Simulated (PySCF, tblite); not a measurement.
# C6H10BF3: geometry, infrared bands and NMR shifts

What infrared bands and NMR shifts should C6H10BF3 (`B[C@@H](CCC)C(F)=C(F)F`) show?

Programs: tblite 0.8.0 and PySCF 2.14.0, with density-fitted response routines of our own. Each step states its level of theory. These are calculated values for one molecule in the gas phase, unless marked as measured. Atoms are numbered from 0 throughout.

**1. The starting structure**

20 atoms, charge 0, multiplicity 1; geometry from: force field or distance geometry start.

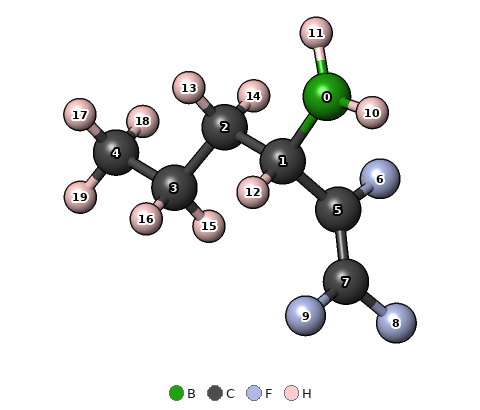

The starting geometry (boron green, carbon dark grey, fluorine light blue, hydrogen pink), atoms numbered.

**2. Geometry optimisation with GFN2-xTB**

Job settings and geometry (Å):

```
{"job": {"kind": "relax", "xc": "GFN2-xTB", "basis": "xTB"}, "charge": 0, "multiplicity": 1}
B     -1.918200     1.367300     1.071300
C     -0.979500     0.590700     0.044700
C      0.450700     0.422300     0.645900
C      1.423500    -0.158700    -0.387900
C      2.831000    -0.263600     0.208800
C     -1.599500    -0.761300    -0.253100
F     -1.762900    -1.650100     0.760100
C     -1.964800    -1.107200    -1.484200
F     -2.510600    -2.340700    -1.705100
F     -1.821100    -0.267000    -2.537300
H     -3.041800     1.619800     0.760300
H     -1.537800     1.703200     2.137000
H     -0.912200     1.217600    -0.848900
H      0.826000     1.424300     0.951500
H      0.405200    -0.215100     1.548100
H      1.091800    -1.183300    -0.666100
H      1.454000     0.478100    -1.284000
H      3.203200     0.741400     0.480200
H      2.834500    -0.912500     1.105500
H      3.523200    -0.694600    -0.550000
```

Run with:

```console
$ OMP_NUM_THREADS=1 python probes_run.py task.json out
```

This one command runs all jobs of the session in turn.

**Question.** This job is followed by: GFN2-xTB harmonic vibrations, gas phase; GIAO PBE0/pcSseg-1 NMR shielding, non-relativistic, gas phase. Predict these results of the whole session: strongest single infrared mode (GFN2-xTB); zero-point energy (GFN2-xTB); 13C shifts against TMS (PBE0/pcSseg-1); 1H shifts against TMS (PBE0/pcSseg-1, means over atoms taken as alike); 11B shifts against BF3·OEt2 (PBE0/pcSseg-1); 19F shifts against CFCl3 (PBE0/pcSseg-1).

**Answer**, as computed:

| quantity | value |
| --- | --- |
| strongest single infrared mode (GFN2-xTB) | 1188 cm⁻¹, 185 km/mol |
| zero-point energy (GFN2-xTB) | 93.7 kcal/mol |
| 13C shifts against TMS (PBE0/pcSseg-1) | 167.0, 142.8, 48.6, 34.0, 28.1, 16.8 ppm |
| 1H shifts against TMS (PBE0/pcSseg-1, means over atoms taken as alike) | 8.12, 1.97, 1.88, 1.87, 1.79, 1.20, 1.14 ppm |
| 11B shifts against BF3·OEt2 (PBE0/pcSseg-1) | 93.7 ppm |
| 19F shifts against CFCl3 (PBE0/pcSseg-1) | -110.4, -128.8, -195.8 ppm |

**Reading.** Relaxing lowered the energy by 0.301 eV in 83 steps; the close pair that moved most is C7–F8, from 1.367 to 1.328 Å. All 54 modes are real, so the xTB geometry is a minimum. Unscaled tight-binding wavenumbers are off by several per cent, some by more. Its intensities can rank the bands wrongly. At PBE0/pcSseg-1: The widest tensor belongs to B0: span 183 ppm, with a paramagnetic part of -185 ppm.
